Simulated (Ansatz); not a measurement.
Cost and result by functional for the surface energy of the (10-11) surface of alpha Ga2O3 (a metastable polymorph) in its 1x1 cell (cut with top plane O, bottom plane O), outermost plane spacing 0.38 Å in the ideal cut (in the relaxation 4 Ga–O bonds broke), in Ansatz (plane waves, PAW). Single points on the PBE structure, on one kind of machine; costs are rough ratios of the slab run's core time (references not counted) to the cheapest single point. r2SCAN's cost holds its higher cutoff (500 against 420 eV). Differences are taken against r2SCAN for comparison alone: no measured value is at hand, so the table doesn't rank accuracy.

Model: 30-atom slab, Ga12O18, 12.1 Å thick at the start, 6x6x1 mesh, Fermi-Dirac 0.025 eV, dipole correction, all atoms relaxed; start symmetry kept, larger cells not searched; no spin, no spin-orbit, no U. These notes are the PBE run's.

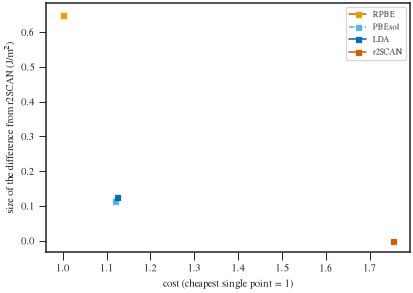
*Difference from r2SCAN against cost*

```tsv
functional	relative cost	surface energy (J/m²)	less r2SCAN (J/m²)
RPBE	1	0.94	-0.65
PBEsol	1	1.48	-0.11
LDA	1	1.72	0.12
r2SCAN	2	1.59	0.00
PBE (the relaxed run's value)	–	1.20	-0.39
```

The values span 0.77 J/m², while the single points' costs differ by a factor of roughly 2. Differences are of unrounded values.

Ansatz is a quantum-chemistry and plane-wave program.
